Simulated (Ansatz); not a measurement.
## Geometry relaxation of HfNH4O2F (part 2 of 2)

Continued. System: HfNH4O2F. Method: RKS PBE0/def2-SVP (Ansatz 0.2.0). It belongs to a series of runs on one base structure; here: start relaxed.

Geometry of the input (Å):
```
Hf 0.0000  0.0000  0.0000
F  0.0000  0.0000  1.9800
O  1.9520  0.0000  -0.6893
H  2.2684  -0.9521  -0.8060
O  -0.9750  1.6891  -0.6893
H  -1.9328  1.4584  -0.9117
N  -1.0409  -1.8034  -0.7359
H  -1.5759  -2.4197  -0.0595
H  -1.0055  -2.0526  -1.7656
```

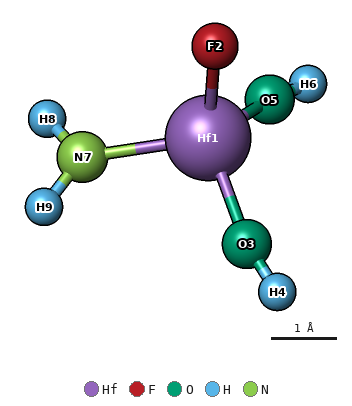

*The geometry at step 18 of the log (ball-and-stick view, seen at a tilt; atoms are numbered from 1 in the order of the input).*

**Trajectory as extended XYZ, continued**
```
9
Properties=species:S:1:pos:R:3:forces:R:3 step=8 energy=-9664.20939
Hf   -0.0858   -0.1744    0.0141    0.1597  -0.0103  -0.2875
F    -0.0937   -0.2149    1.9405   -0.0421   0.0363   0.0910
O     1.6711   -0.2767   -0.7740    0.1232  -0.0586   0.0247
H     2.5986   -0.3008   -1.0122   -0.2056   0.0559   0.0357
O    -1.0122    1.4072   -0.6046   -0.1296   0.0878   0.0406
H    -1.6452    1.9971   -1.0144    0.1253  -0.1045   0.0561
N    -1.0514   -1.8513   -0.6162    0.0051  -0.0451  -0.0085
H    -1.8929   -2.2383   -0.1935   -0.0006  -0.0095  -0.0402
H    -0.7981   -2.4282   -1.4171   -0.0355   0.0478   0.0882
9
Properties=species:S:1:pos:R:3:forces:R:3 step=9 energy=-9664.19902 accepted=F
Hf   -0.0668   -0.2064    0.0149   -0.1468  -0.0199   1.0215
F    -0.0932   -0.1652    1.9868    0.0447  -0.0852  -0.9624
O     1.6834   -0.3155   -0.7733    0.0036  -0.0242   0.0063
H     2.5800   -0.1869   -1.0717    0.0472   0.0252  -0.0313
O    -1.0219    1.3806   -0.5219    0.0602  -0.0416  -0.0541
H    -1.5753    1.9620   -1.0361   -0.0596   0.0717  -0.0288
N    -1.0654   -1.8635   -0.6287   -0.0595  -0.0621   0.0097
H    -1.9737   -2.1769   -0.2847    0.0834   0.0684  -0.0245
H    -0.7769   -2.5085   -1.3627    0.0268   0.0677   0.0635
9
Properties=species:S:1:pos:R:3:forces:R:3 step=10 energy=-9664.21834
Hf   -0.0789   -0.1866    0.0048   -0.0504  -0.0265   0.0693
F    -0.1003   -0.2045    1.9370   -0.0010   0.0159  -0.0656
O     1.6764   -0.3154   -0.7734    0.4468   0.0332  -0.1052
H     2.6003   -0.2363   -1.0287   -0.3981  -0.0087   0.0865
O    -1.0189    1.4025   -0.5704    0.0042  -0.0029   0.0009
H    -1.6149    1.9955   -1.0230    0.0187  -0.0093   0.0138
N    -1.0580   -1.8600   -0.6133   -0.0564   0.0164   0.0497
H    -1.9212   -2.2244   -0.2137    0.0262   0.0183  -0.0376
H    -0.7941   -2.4511   -1.3966    0.0100  -0.0364  -0.0117
9
Properties=species:S:1:pos:R:3:forces:R:3 step=11 energy=-9664.22511
Hf   -0.0760   -0.2059   -0.0040    0.0031  -0.0050   0.0361
F    -0.0825   -0.1869    1.9269   -0.0093  -0.0140  -0.0276
O     1.6927   -0.3216   -0.7581    0.0282  -0.0233  -0.0129
H     2.5906   -0.1735   -1.0485   -0.0411   0.0088   0.0003
O    -1.0101    1.3869   -0.5669   -0.0105  -0.0090  -0.0103
H    -1.5971    2.0089   -0.9903    0.0035   0.0079   0.0016
N    -1.0726   -1.8752   -0.6184   -0.0091  -0.0308  -0.0220
H    -1.9821   -2.1840   -0.2792    0.0223   0.0301  -0.0044
H    -0.7725   -2.5289   -1.3389    0.0128   0.0352   0.0393
9
Properties=species:S:1:pos:R:3:forces:R:3 step=12 energy=-9664.20289 accepted=F
Hf   -0.0722   -0.2028    0.0310   -0.1873  -0.3202  -0.3640
F    -0.1148   -0.2205    1.9591    0.0485   0.0503   0.1358
O     1.6720   -0.3885   -0.7711    0.0029   0.0892   0.1251
H     2.5232   -0.1400   -1.1227    0.0886  -0.0142  -0.0467
O    -1.0186    1.3626   -0.5753   -0.0201   0.1010   0.0399
H    -1.5714    2.0290   -0.9778    0.0264  -0.0354   0.0170
N    -1.0590   -1.8686   -0.6181    0.4486   0.9565   0.4780
H    -2.0027   -2.1014   -0.3637   -0.5084  -0.2927   0.0219
H    -0.6663   -2.5501   -1.2387    0.1009  -0.5345  -0.4071
9
Properties=species:S:1:pos:R:3:forces:R:3 step=13 energy=-9664.22740
Hf   -0.0831   -0.2132    0.0013    0.0275   0.0279   0.0076
F    -0.0913   -0.1922    1.9323   -0.0002  -0.0069  -0.0032
O     1.6873   -0.3409   -0.7490   -0.0042   0.0025  -0.0019
H     2.5573   -0.1401   -1.0877   -0.0017  -0.0037   0.0015
O    -1.0214    1.3727   -0.5684   -0.0009   0.0101  -0.0075
H    -1.5562    2.0485   -0.9778   -0.0041  -0.0087   0.0066
N    -1.0700   -1.8828   -0.6170   -0.0135  -0.0208   0.0015
H    -2.0010   -2.1670   -0.3204   -0.0102   0.0030  -0.0094
H    -0.7314   -2.5654   -1.2904    0.0073  -0.0034   0.0048
9
Properties=species:S:1:pos:R:3:forces:R:3 step=14 energy=-9664.22827
Hf   -0.0814   -0.2081    0.0013    0.0212   0.0243  -0.0044
F    -0.0700   -0.1821    1.9328   -0.0028  -0.0087  -0.0052
O     1.6858   -0.3516   -0.7531   -0.0050  -0.0009   0.0084
H     2.5564   -0.1573   -1.0935    0.0066   0.0004  -0.0029
O    -1.0209    1.3787   -0.5643   -0.0208  -0.0114  -0.0018
H    -1.5875    2.0389   -0.9563    0.0085   0.0056   0.0029
N    -1.0730   -1.8747   -0.6193    0.0500  -0.0267  -0.0332
H    -2.0265   -2.1379   -0.3847   -0.0404  -0.0040   0.0108
H    -0.6925   -2.5861   -1.2402   -0.0173   0.0215   0.0255
9
Properties=species:S:1:pos:R:3:forces:R:3 step=15 energy=-9664.22863
Hf   -0.0785   -0.2083   -0.0024   -0.0233  -0.0104   0.0022
F    -0.0680   -0.1892    1.9292    0.0064   0.0018  -0.0025
O     1.6905   -0.3518   -0.7528    0.0118   0.0089  -0.0003
H     2.5571   -0.1483   -1.0988   -0.0006  -0.0072   0.0016
O    -1.0281    1.3736   -0.5635   -0.0240   0.0030  -0.0135
H    -1.5857    2.0446   -0.9506    0.0190  -0.0079   0.0133
N    -1.0724   -1.8763   -0.6187   -0.0520  -0.0297  -0.0079
H    -2.0386   -2.1202   -0.4032    0.0936   0.0186  -0.0234
H    -0.6858   -2.6043   -1.2164   -0.0309   0.0229   0.0305
9
Properties=species:S:1:pos:R:3:forces:R:3 step=16 energy=-9664.22898
Hf   -0.0787   -0.2093   -0.0057   -0.0065  -0.0093  -0.0087
F    -0.0674   -0.1928    1.9256    0.0060   0.0027   0.0036
O     1.6930   -0.3498   -0.7515    0.0113   0.0141  -0.0035
H     2.5585   -0.1431   -1.0991   -0.0124  -0.0113   0.0074
O    -1.0333    1.3702   -0.5643   -0.0233   0.0090  -0.0156
H    -1.5826    2.0506   -0.9471    0.0199  -0.0135   0.0156
N    -1.0721   -1.8771   -0.6226   -0.0083  -0.0156  -0.0045
H    -2.0389   -2.1121   -0.4059    0.0322   0.0028  -0.0151
H    -0.6882   -2.6169   -1.2066   -0.0190   0.0211   0.0208
9
Properties=species:S:1:pos:R:3:forces:R:3 step=17 energy=-9664.23014
Hf   -0.0848   -0.2081   -0.0123   -0.0095  -0.0176  -0.0099
F    -0.0455   -0.1846    1.9189   -0.0033  -0.0016   0.0000
O     1.6869   -0.3399   -0.7559    0.0058   0.0009  -0.0053
H     2.5598   -0.1552   -1.0958    0.0051  -0.0026  -0.0005
O    -1.0629    1.3565   -0.5676   -0.0075   0.0020   0.0012
H    -1.5718    2.0801   -0.9242   -0.0001   0.0021   0.0028
N    -1.0712   -1.8829   -0.6250    0.0042   0.0094   0.0110
H    -2.0498   -2.1003   -0.4507   -0.0014   0.0070  -0.0041
H    -0.6705   -2.6460   -1.1648    0.0068   0.0003   0.0048
9
Properties=species:S:1:pos:R:3:forces:R:3 step=18 energy=-9664.20792 accepted=F
Hf   -0.0969   -0.2030   -0.0380   -0.0522  -0.0558   0.0589
F     0.0021   -0.1705    1.8929    0.0030  -0.0113  -0.0378
O     1.6753   -0.3170   -0.7768    0.1839   0.0174  -0.0639
H     2.5683   -0.1902   -1.0959   -0.1177  -0.0107   0.0403
O    -1.1453    1.3224   -0.5716   -0.4152   0.8538  -0.2838
H    -1.5540    2.1606   -0.8458    0.3991  -0.8385   0.2690
N    -1.0664   -1.8955   -0.6317   -0.1468  -0.6164  -0.2382
H    -2.0871   -2.0419   -0.6012    0.6460  -0.0209  -0.0712
H    -0.6057   -2.7453   -1.0091   -0.5002   0.6824   0.3266
9
Properties=species:S:1:pos:R:3:forces:R:3 step=19 energy=-9664.23068
Hf   -0.0838   -0.2063   -0.0165   -0.0162   0.0005   0.0073
F    -0.0383   -0.1842    1.9147    0.0024   0.0005  -0.0040
O     1.6887   -0.3374   -0.7591    0.0065   0.0033  -0.0070
H     2.5649   -0.1639   -1.0966   -0.0014  -0.0025   0.0021
O    -1.0776    1.3510   -0.5658   -0.0024   0.0014  -0.0051
H    -1.5761    2.0862   -0.9137    0.0062  -0.0057   0.0079
N    -1.0696   -1.8822   -0.6231   -0.0018  -0.0196  -0.0186
H    -2.0561   -2.0853   -0.4778    0.0052   0.0100   0.0004
H    -0.6616   -2.6583   -1.1394    0.0016   0.0121   0.0172
9
Properties=species:S:1:pos:R:3:forces:R:3 step=20 energy=-9664.23051 accepted=F
Hf   -0.0877   -0.2030   -0.0293    0.0026   0.0459   0.0189
F    -0.0145   -0.1843    1.9015    0.0071  -0.0024  -0.0111
O     1.6867   -0.3252   -0.7700    0.0370   0.0044  -0.0139
H     2.5733   -0.1822   -1.0961   -0.0472  -0.0037   0.0171
O    -1.1153    1.3381   -0.5630   -0.0613   0.0995  -0.0543
H    -1.5763    2.1133   -0.8815    0.0747  -0.1222   0.0553
N    -1.0689   -1.8820   -0.6295   -0.0524  -0.2453  -0.1066
H    -2.0733   -2.0514   -0.5517    0.1925   0.0054  -0.0329
H    -0.6337   -2.7036   -1.0577   -0.1530   0.2183   0.1276
9
Properties=species:S:1:pos:R:3:forces:R:3 step=21 energy=-9664.23144
Hf   -0.0864   -0.2045   -0.0220    0.0003   0.0065   0.0042
F    -0.0249   -0.1845    1.9089    0.0015   0.0009  -0.0037
O     1.6869   -0.3313   -0.7637    0.0056   0.0021  -0.0050
H     2.5677   -0.1719   -1.0961   -0.0088  -0.0011   0.0040
O    -1.0961    1.3443   -0.5652   -0.0205   0.0289  -0.0171
H    -1.5748    2.0999   -0.8988    0.0232  -0.0339   0.0201
N    -1.0693   -1.8825   -0.6265   -0.0119  -0.0354  -0.0202
H    -2.0635   -2.0700   -0.5144    0.0189   0.0094  -0.0050
H    -0.6493   -2.6798   -1.0995   -0.0083   0.0227   0.0227
9
Properties=species:S:1:pos:R:3:forces:R:3 step=22 energy=-9664.23205
Hf   -0.0877   -0.2042   -0.0271   -0.0096   0.0161   0.0053
F    -0.0136   -0.1829    1.9035    0.0054  -0.0040  -0.0039
O     1.6856   -0.3261   -0.7689    0.0169   0.0000  -0.0040
H     2.5697   -0.1765   -1.0970   -0.0119  -0.0004   0.0041
O    -1.1112    1.3375   -0.5641   -0.0313   0.0439  -0.0272
H    -1.5731    2.1103   -0.8827    0.0336  -0.0526   0.0266
N    -1.0695   -1.8834   -0.6300   -0.0191  -0.0733  -0.0312
H    -2.0711   -2.0533   -0.5530    0.0663   0.0021  -0.0150
H    -0.6387   -2.7018   -1.0581   -0.0503   0.0681   0.0453
9
Properties=species:S:1:pos:R:3:forces:R:3 step=23 energy=-9664.23221
Hf   -0.0896   -0.2011   -0.0321    0.0051  -0.0196   0.0085
F     0.0055   -0.1912    1.8979   -0.0014   0.0076  -0.0081
O     1.6854   -0.3211   -0.7705    0.0177   0.0069  -0.0067
H     2.5713   -0.1777   -1.0967   -0.0168  -0.0021   0.0046
O    -1.1258    1.3330   -0.5659   -0.0499   0.0752  -0.0322
H    -1.5752    2.1191   -0.8710    0.0467  -0.0750   0.0351
N    -1.0706   -1.8817   -0.6329   -0.0396  -0.1691  -0.0660
H    -2.0786   -2.0357   -0.5955    0.1399   0.0109  -0.0164
H    -0.6320   -2.7238   -1.0105   -0.1017   0.1651   0.0813
9
Properties=species:S:1:pos:R:3:forces:R:3 step=24 energy=-9664.23269
Hf   -0.0878   -0.2066   -0.0327   -0.0137   0.0690   0.0087
F     0.0031   -0.1803    1.8972    0.0106  -0.0183  -0.0039
O     1.6873   -0.3199   -0.7722    0.0189  -0.0040  -0.0005
H     2.5703   -0.1709   -1.1034   -0.0122  -0.0026   0.0049
O    -1.1223    1.3310   -0.5605   -0.0206  -0.0010  -0.0274
H    -1.5726    2.1171   -0.8616    0.0260  -0.0315   0.0191
N    -1.0716   -1.8846   -0.6348   -0.0530  -0.1388  -0.0446
H    -2.0805   -2.0308   -0.6185    0.0967   0.0185  -0.0019
H    -0.6356   -2.7353   -0.9908   -0.0527   0.1086   0.0455
9
Properties=species:S:1:pos:R:3:forces:R:3 step=25 energy=-9664.23395
Hf   -0.0894   -0.2050   -0.0381   -0.0036  -0.0049  -0.0061
F     0.0200   -0.1888    1.8911    0.0017  -0.0004  -0.0095
O     1.6888   -0.3110   -0.7724   -0.0060   0.0043   0.0045
H     2.5730   -0.1684   -1.1025   -0.0021  -0.0028   0.0000
O    -1.1448    1.3156   -0.5731    0.0048  -0.0049   0.0041
H    -1.5652    2.1281   -0.8440    0.0004  -0.0020   0.0014
N    -1.0716   -1.8865   -0.6359    0.0077   0.0098   0.0076
H    -2.0809   -2.0112   -0.6549   -0.0068  -0.0001  -0.0060
H    -0.6397   -2.7531   -0.9474    0.0039   0.0010   0.0041
9
Properties=species:S:1:pos:R:3:forces:R:3 step=26 energy=-9664.23422
Hf   -0.0911   -0.2046   -0.0429    0.0026  -0.0312   0.0095
F     0.0339   -0.1915    1.8853   -0.0005   0.0038  -0.0064
O     1.6894   -0.3055   -0.7726   -0.0039   0.0108  -0.0019
H     2.5725   -0.1679   -1.1074    0.0014  -0.0042  -0.0006
O    -1.1603    1.3056   -0.5786   -0.0165   0.0525  -0.0092
H    -1.5614    2.1364   -0.8251    0.0148  -0.0405   0.0088
N    -1.0720   -1.8887   -0.6346   -0.0154   0.0173  -0.0018
H    -2.0822   -1.9935   -0.7036    0.0394  -0.0155  -0.0053
H    -0.6385   -2.7706   -0.8979   -0.0220   0.0069   0.0069
9
Properties=species:S:1:pos:R:3:forces:R:3 step=27 energy=-9664.23435
Hf   -0.0910   -0.2047   -0.0418   -0.0002  -0.0110  -0.0031
F     0.0345   -0.1924    1.8861    0.0007   0.0013  -0.0008
O     1.6885   -0.3044   -0.7740   -0.0018   0.0076   0.0018
H     2.5723   -0.1677   -1.1071   -0.0003  -0.0041  -0.0008
O    -1.1578    1.3078   -0.5759   -0.0108   0.0314  -0.0050
H    -1.5619    2.1354   -0.8278    0.0111  -0.0280   0.0069
N    -1.0727   -1.8873   -0.6360   -0.0209  -0.0130  -0.0041
H    -2.0823   -1.9966   -0.7050    0.0311   0.0016  -0.0014
H    -0.6393   -2.7704   -0.8959   -0.0090   0.0141   0.0065
9
Properties=species:S:1:pos:R:3:forces:R:3 step=28 energy=-9664.23447
Hf   -0.0907   -0.2031   -0.0406    0.0090   0.0128   0.0021
F     0.0407   -0.1933    1.8870   -0.0011  -0.0029   0.0011
O     1.6886   -0.2983   -0.7730   -0.0016   0.0002  -0.0011
H     2.5732   -0.1789   -1.1107   -0.0013   0.0008   0.0004
O    -1.1620    1.3074   -0.5715   -0.0007  -0.0002  -0.0013
H    -1.5690    2.1316   -0.8274    0.0015  -0.0002   0.0005
N    -1.0718   -1.8846   -0.6366   -0.0044  -0.0075  -0.0019
H    -2.0798   -1.9891   -0.7233   -0.0011  -0.0005  -0.0011
H    -0.6389   -2.7720   -0.8813   -0.0002  -0.0026   0.0015
```

**Summary**

- outcome: converged
- total energy: −9664.2345 eV
- mean-field energy: −9664.2345 eV
- largest force (length of the vector) at the end: 0.016 eV/Å
- hardware: 2 threads of Arm Neoverse V2, 24 GiB of memory available, shared host
- wall time: 77 s (CPU time 2.5 min)
- peak memory: 0.24 GiB
